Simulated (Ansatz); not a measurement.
| atom | x (Å) | y (Å) | z (Å) |
| --- | --- | --- | --- |
| Si | -0.1048 | 0.0027 | -0.8067 |
| Cl | 1.6850 | 0.1262 | 1.9911 |
| H | 2.0652 | -0.0994 | 0.7302 |
| H | -1.0413 | 1.1233 | -0.3165 |
| F | -1.1135 | -1.2588 | -0.5433 |

Not at a stationary point (largest force 1.1 eV/Å).

Level of theory: RKS r2SCAN-D4/def2-SVP (Ansatz).

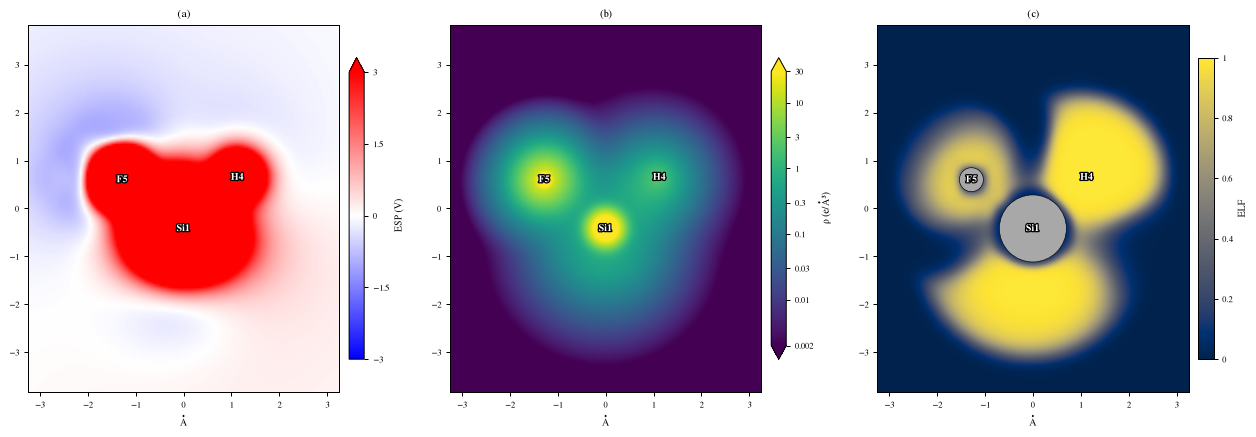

FHSi···HCl. (a) molecular electrostatic potential; (b) electron density; (c) electron localisation function on the plane of atoms H4, Si1 and F5. Grey discs cover the atomic cores in the ELF map.

Describe what can be read from this map.

Answer. The section cuts through Si, H and F sites. Si–F (1.64 Å): the density is about 0.96 e/Å³ at the midpoint; the ELF peaks at about 0.85 in the valence shell of F, 0.6 Å from its nucleus, and is about 0.45 at the midpoint. Si–H (1.54 Å): the density is about 0.73 e/Å³ at the midpoint; the ELF climbs to about 1 towards the hydrogen, as it does in any bond to H. The ELF also peaks beside Si1 and F5, away from the bonds: lone-pair regions. Outside the dense part of the complex the potential is most negative (−1.0 V) near F5.
